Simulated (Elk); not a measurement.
## Spin spirals in MnRh by the generalised Bloch theorem

Aim: the energy of spin spirals in MnRh along a path of wavevectors.

Calculated with Elk 11.2.3 (patched build); LDA (Perdew-Wang); all-electron APW+lo, Dirac cores, scalar-relativistic bands.

### Step 1. Set-up

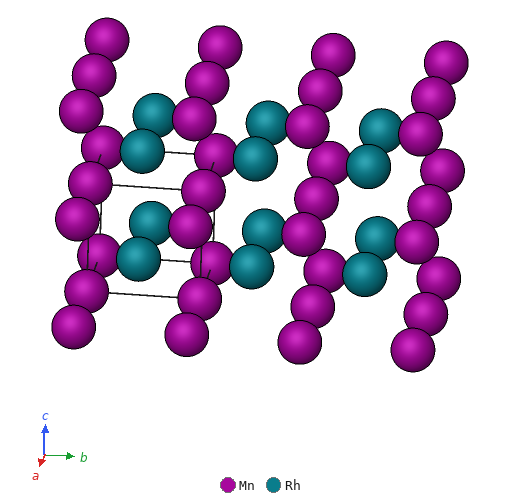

The starting structure, seen slightly off an axis (manganese purple, rhodium blue). 2×3×2 cells are drawn. Some periodic images of atoms are drawn too.

### Step 2. The state at q = 0

The energies of all spirals count from this run, made with the same spinor basis and mesh so that errors cancel.

The moments start as ferro +, in the xy plane (a flat spiral, cone angle 90°).

The last three numbers of an atom's line are a seed field in its sphere. It points against the wanted moment and shrinks by the factor reducebf each loop.

The input, elk.in:

```
tasks
  0
  33
  73

xctype
  3

rgkmax
  7.0

nempty
  12

swidth
  0.002

reducebf
  0.5

epsengy
  1e-06

maxscl
  100

lmaxi
  2

spinsprl
  .true.

spinpol
  .true.

vqlss
  0.000000 0.000000 0.000000

sppath
  './'

avec
  5.75232632336 0.00000000000 0.00000000000
  0.00000000000 5.75232632336 0.00000000000
  0.00000000000 0.00000000000 5.75232632336

atoms
  2
  'Mn.in'
  1
  0.0000000000 0.0000000000 0.0000000000   -0.105000 0.000000 0.000000
  'Rh.in'
  1
  0.5000000000 0.5000000000 0.5000000000   0.000000 0.000000 0.000000

ngridk
  8 8 8

plot3d
  0 0 0
  1 0 0
  0 1 0
  0 0 1
  16 16 16
```

Launch:

```console
> OMP_NUM_THREADS=2 elk
```

Numbers of over 12 decimals in the logs are rounded to 6 here.

Log:

```text
┌─────────────────────────┐
│ Elk code version 11.2.3 │
└─────────────────────────┘

All units are atomic (Hartree, Bohr, etc.)

┌─────────────────────────────────────────────────┐
│ Ground-state run starting from atomic densities │
└─────────────────────────────────────────────────┘

Lattice vectors :
   5.752326323       0.000000000       0.000000000
   0.000000000       5.752326323       0.000000000
   0.000000000       0.000000000       5.752326323

Reciprocal lattice vectors :
   1.092285965       0.000000000       0.000000000
   0.000000000       1.092285965       0.000000000
   0.000000000       0.000000000       1.092285965

Unit cell volume      :    190.3402106
Brillouin zone volume :    1.303193964

Muffin-tin inner radius fraction :   0.1000000000E-01

Nuclei treated as point charges

Species : 1 (Mn)
 parameters loaded from : Mn.in
 name : manganese
 nuclear charge    :   -25.00000000
 electronic charge :    25.00000000
 atomic mass :    100145.9370
 muffin-tin radius :    2.367197149
 number of radial points in muffin-tin :    497
 inner part over the whole radius :   0.9838391674E-02
 number on inner part of muffin-tin    :    350
 approximate nuclear radius :   0.7074591925E-04
 number of mesh points to nuclear radius :    166
 atomic positions (lattice), magnetic fields (Cartesian) :
  1 :   0.00000000  0.00000000  0.00000000   -0.10500000  0.00000000  0.00000000

Species : 2 (Rh)
 parameters loaded from : Rh.in
 name : rhodium
 nuclear charge    :   -45.00000000
 electronic charge :    45.00000000
 atomic mass :    187585.2511
 muffin-tin radius :    2.564463578
 number of radial points in muffin-tin :    597
 inner part over the whole radius :   0.9971196642E-02
 number on inner part of muffin-tin    :    425
 approximate nuclear radius :   0.8524867730E-04
 number of mesh points to nuclear radius :    212
 atomic positions (lattice), magnetic fields (Cartesian) :
  1 :   0.50000000  0.50000000  0.50000000    0.00000000  0.00000000  0.00000000

Total number of atoms per unit cell :    2
Total muffin-tin volume :    126.2082717
 ratio of muffin-tin to unit cell volume :   0.6630667861

Spin treatment :
 spin-polarised
 global magnetic field (Cartesian) :    0.000000000       0.000000000       0.000000000
 non-collinear magnetisation
 spin-spiral state assumed
  q-vector (lattice)   :    0.000000000       0.000000000       0.000000000
  q-vector (Cartesian) :    0.000000000       0.000000000       0.000000000
  q-vector length      :    0.000000000

Number of Bravais lattice symmetries :   48
Number of crystal symmetries         :   48
Crystal has inversion symmetry
Real symmetric eigensolver will be used

k-point grid :      8     8     8
k-point offset :    0.000000000       0.000000000       0.000000000
k-point set is reduced with full crystal symmetry group
Total number of k-points :       35

Muffin-tin radius times maximum |G+k| :    7.000000000
 using average radius
Maximum |G+k| for APW functions       :    2.838800310
Maximum (1/2)|G+k|²                   :    4.029393600
Maximum |G| for potential and density :    12.00000000
Constant for pseudocharge density :    8
 order of it for each species :   15  15
 order of it for pair densities of each species (exact exchange by exxq0 0: 15) :    9  11
Radial integration step length :    1

G-vector grid sizes :     24    24    24
Number of G-vectors :     5497

Maximum angular momentum used for
 APW functions            :    8
 outer part of muffin-tin :    6
 inner part of muffin-tin :    2

Total nuclear charge    :   -70.00000000
Total core charge       :    38.00000000
Total valence charge    :    32.00000000
Total excess charge     :    0.000000000
Total electronic charge :    70.00000000

Effective Wigner radius, rₛ :   0.8658605748

Number of empty states         :     24
Total number of valence states :     82
Total number of core states    :     38

Third-order local-orbitals added for an l without core states : T
Total number of local-orbitals :     41

Exchange-correlation functional :      3     0     0
 Perdew-Wang/Ceperley-Alder, Phys. Rev. B 45, 13244 (1992)
 gradient requirement :    0
 local density approximation (LDA)

Smearing type :    3
 Fermi-Dirac
Smearing width :   0.2000000000E-02
Effective electronic temperature (K) :    631.5500496

Mixing type :    3
 Broyden mixing, J. Phys. A: Math. Gen. 17, L317 (1984)

Kohn-Sham potential initialised from atomic data

┌──────────────────────────────┐
│ Self-consistent loop started │
└──────────────────────────────┘

┌─────────────────┐
│ Loop number : 1 │
└─────────────────┘

Energies :
 Fermi                       :     0.200861
 sum of occupied eigenvalues :     -3531.1642961108
 electron kinetic            :      6143.1342167662
 core electron kinetic       :      5879.7591021065
 Coulomb                     :     -11895.889454073
 Coulomb potential           :     -9443.5774128602
 nuclear-nuclear             :     -810.38467976315
 electron-nuclear            :     -12754.889026478
 Hartree                     :      1669.3842521686
 Madelung                    :     -7174.1007476430
 xc potential                :     -230.60987497642
 xc effective B-field        :    -0.103757
 external B-field            :      0.000000
 exchange                    :     -177.65570883972
 correlation                 :     -6.347047
 electron entropic           :    -0.10940580210314E-02
 total energy                :     -5936.7590873919
 (external B-field energy excluded from total)

Density of states at Fermi energy :    85.98621027
 (states/Hartree/unit cell)

Estimated indirect band gap :   0.1135721975E-02
 from k-point 14 to k-point 9
Estimated direct band gap   :   0.4748678572E-02
 at k-point 17

Charges :
 core                        :    38.00000000
 valence                     :    32.00000000
 interstitial                :    2.481292018
 muffin-tins (core leakage)
  species : 1 (Mn)
   atom 1                    :    24.95706235     ( -0.3583061353E-05)
  species : 2 (Rh)
   atom 1                    :    42.56164563     ( -0.5273441193E-05)
 total in muffin-tins        :    67.51870798
 total calculated charge     :    69.99976155
 total charge                :    70.00000000
 error                       :   0.2384475123E-03

Moments :
 interstitial                :   0.1937714640E-01  0.5138211162E-11 -0.1908070336E-09
 muffin-tins
  species : 1 (Mn)
   atom 1                    :    2.391482811      0.8535023596E-10 -0.2994734969E-10
  species : 2 (Rh)
   atom 1                    :   0.2728295007      0.5412643766E-10 -0.1118661445E-08
 total in muffin-tins        :    2.664312312      0.1394766736E-09 -0.1148608795E-08
 total moment                :    2.683689458      0.1446148848E-09 -0.1339415828E-08

┌─────────────────┐
│ Loop number : 2 │
└─────────────────┘

Energies :
 Fermi                       :     0.203263
 sum of occupied eigenvalues :     -3531.2779199829
 electron kinetic            :      6143.4073111083
 core electron kinetic       :      5879.7815140924
 Coulomb                     :     -11896.335605651
 Coulomb potential           :     -9442.9947756521
 nuclear-nuclear             :     -810.38467976315
 electron-nuclear            :     -12756.418432370
 Hartree                     :      1670.4675064824
 Madelung                    :     -7174.8382178249
 xc potential                :     -231.57486078532
 xc effective B-field        :    -0.110993
 external B-field            :      0.000000
 exchange                    :     -177.64945717263
 correlation                 :     -6.345936
 electron entropic           :    -0.11400939730781E-02
 total energy                :     -5936.9248275356
 (external B-field energy excluded from total)

Density of states at Fermi energy :    87.77751568
 (states/Hartree/unit cell)

Estimated indirect band gap :   0.5187472782E-03
 from k-point 14 to k-point 13
Estimated direct band gap   :   0.3424615860E-02
 at k-point 17

Charges :
 core                        :    38.00000000
 valence                     :    32.00000000
 interstitial                :    2.475108324
 muffin-tins (core leakage)
  species : 1 (Mn)
   atom 1                    :    24.79575087     ( -0.3583061398E-05)
  species : 2 (Rh)
   atom 1                    :    42.72914081     ( -0.5273534452E-05)
 total in muffin-tins        :    67.52489168
 total calculated charge     :    69.99976224
 total charge                :    70.00000000
 error                       :   0.2377594691E-03

Moments :
 interstitial                :   0.2413816394E-01 -0.1607465780E-06  0.2841976981E-08
 muffin-tins
  species : 1 (Mn)
   atom 1                    :    2.481250988     -0.8110950486E-06 -0.7010999846E-08
  species : 2 (Rh)
   atom 1                    :   0.2731409553     -0.1293764423E-05 -0.1535619210E-06
 total in muffin-tins        :    2.754391943     -0.2104859471E-05 -0.1605729208E-06
 total moment                :    2.778530107     -0.2265606049E-05 -0.1577309439E-06

RMS change in Kohn-Sham potential (target) :   0.3720200892     (  0.1000000000E-05)
Absolute change in total energy (target)   :   0.1657401437     (  0.1000000000E-05)

[... loops 3 to 21 left out ...]

┌──────────────────┐
│ Loop number : 22 │
└──────────────────┘

Energies :
 Fermi                       :     0.305209
 sum of occupied eigenvalues :     -3526.2217553819
 electron kinetic            :      6151.7320892228
 core electron kinetic       :      5880.3257556258
 Coulomb                     :     -11904.466929332
 Coulomb potential           :     -9433.4660361624
 nuclear-nuclear             :     -810.38467976315
 electron-nuclear            :     -12782.847972214
 Hartree                     :      1688.7657226445
 Madelung                    :     -7187.7339112510
 xc potential                :     -244.27413213236
 xc effective B-field        :    -0.213676
 external B-field            :      0.000000
 exchange                    :     -178.14484813506
 correlation                 :     -6.349111
 electron entropic           :    -0.75390494624647E-03
 total energy                :     -5937.2295535524
 (external B-field energy excluded from total)

Density of states at Fermi energy :    60.53756478
 (states/Hartree/unit cell)

Estimated indirect band gap :   0.5358714630E-04
 from k-point 9 to k-point 12
Estimated direct band gap   :   0.3872597266E-02
 at k-point 21

Charges :
 core                        :    38.00000000
 valence                     :    32.00000000
 interstitial                :    2.191667417
 muffin-tins (core leakage)
  species : 1 (Mn)
   atom 1                    :    23.75489269     ( -0.3583061176E-05)
  species : 2 (Rh)
   atom 1                    :    44.05343989     ( -0.5274595416E-05)
 total in muffin-tins        :    67.80833258
 total calculated charge     :    69.99974323
 total charge                :    70.00000000
 error                       :   0.2567693944E-03

Moments :
 interstitial                :   0.8152062131E-01 -0.3434052135E-04 -0.3838755400E-06
 muffin-tins
  species : 1 (Mn)
   atom 1                    :    3.422424435     -0.1124561703E-02  0.9133425483E-06
  species : 2 (Rh)
   atom 1                    :   0.6076789081     -0.2978976691E-03 -0.1657843786E-04
 total in muffin-tins        :    4.030103343     -0.1422459372E-02 -0.1566509531E-04
 total moment                :    4.111623964     -0.1456799893E-02 -0.1604897085E-04

RMS change in Kohn-Sham potential (target) :   0.3531779398E-06 (  0.1000000000E-05)
Absolute change in total energy (target)   :   0.7998714864E-06 (  0.1000000000E-05)

Convergence targets achieved

┌──────────────────┐
│ Loop number : 23 │
└──────────────────┘

Energies :
 Fermi                       :     0.305209
 sum of occupied eigenvalues :     -3526.2217552531
 electron kinetic            :      6151.7320892014
 core electron kinetic       :      5880.3257555525
 Coulomb                     :     -11904.466929162
 Coulomb potential           :     -9433.4660361481
 nuclear-nuclear             :     -810.38467976315
 electron-nuclear            :     -12782.847971876
 Hartree                     :      1688.7657224774
 Madelung                    :     -7187.7339110876
 xc potential                :     -244.27413203394
 xc effective B-field        :    -0.213676
 external B-field            :      0.000000
 exchange                    :     -178.14484811938
 correlation                 :     -6.349111
 electron entropic           :    -0.75390503836081E-03
 total energy                :     -5937.2295533884
 (external B-field energy excluded from total)

Density of states at Fermi energy :    60.53757132
 (states/Hartree/unit cell)

Estimated indirect band gap :   0.5358253113E-04
 from k-point 9 to k-point 12
Estimated direct band gap   :   0.3872596568E-02
 at k-point 21

Charges :
 core                        :    38.00000000
 valence                     :    32.00000000
 interstitial                :    2.191667423
 muffin-tins (core leakage)
  species : 1 (Mn)
   atom 1                    :    23.75489269     ( -0.3583061131E-05)
  species : 2 (Rh)
   atom 1                    :    44.05343989     ( -0.5274595171E-05)
 total in muffin-tins        :    67.80833258
 total calculated charge     :    69.99974323
 total charge                :    70.00000000
 error                       :   0.2567693998E-03

Moments :
 interstitial                :   0.8152064556E-01 -0.3561526331E-04 -0.3810716984E-06
 muffin-tins
  species : 1 (Mn)
   atom 1                    :    3.422424329     -0.1178098450E-02  0.1043102296E-05
  species : 2 (Rh)
   atom 1                    :   0.6076788948     -0.3074107755E-03 -0.1655629670E-04
 total in muffin-tins        :    4.030103224     -0.1485509225E-02 -0.1551319441E-04
 total moment                :    4.111623869     -0.1521124489E-02 -0.1589426611E-04

┌──────────────────────────────┐
│ Self-consistent loop stopped │
└──────────────────────────────┘

Wrote STATE.OUT
```

Run time: 1.8 min. Hardware: 2 threads of Intel Xeon Platinum 8375C at 2.90GHz (Ice Lake), shared host; peak memory 0.12 GiB; 3.4 min of CPU time.

Spin moment in the muffin-tin sphere by atom:

```
atom  x (μB)  y (μB)  z (μB)  size
 Mn1    3.42    0.00    0.00  3.42
 Rh2    0.61    0.00    0.00  0.61
```

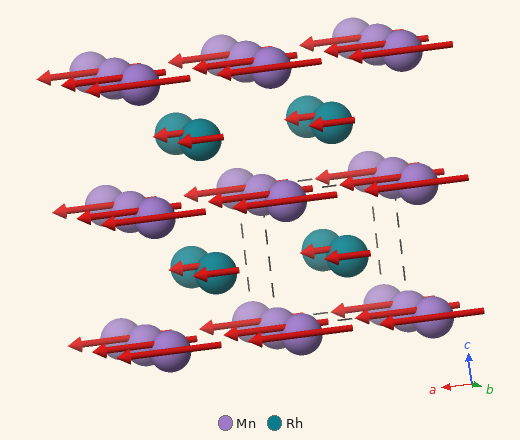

Spin moment in the muffin-tin sphere as arrows, the longest 3.42 μB. Each arrow also spans its atom, so small moments look longer than they are. 2×2×2 cells are drawn. Some periodic images of atoms are drawn too.

This step gave:

| Quantity | Value |
| --- | --- |
| density of states at the Fermi level | 2.225 states/eV/cell |
| moment between the spheres | 0.08152, 0, 0 μB |
| magnetization | 4.112, -0.001521, 0 μB |
| final state | ferromagnetic |

After 23 cycles the largest moment stands at 3.42 μB.

(Part 1 of 2 ends here.)

[Logs and program files are shortened in this print: banners, set-up blocks, solver, clock and traceback lines can be left out without a mark of their own.]

[Logs are printed without paths, hosts, clocks, repeated set-up lines and the standing remarks that a program may print on its own settings, such as how far it seeks lower states.]

[Hosts, paths, dates, database ids (printed as entryN), source tags and the programs' standing remarks are cut or masked in the printed files.]

[Where a cell is said to come from a database of computed structures, the database is the Materials Project.]
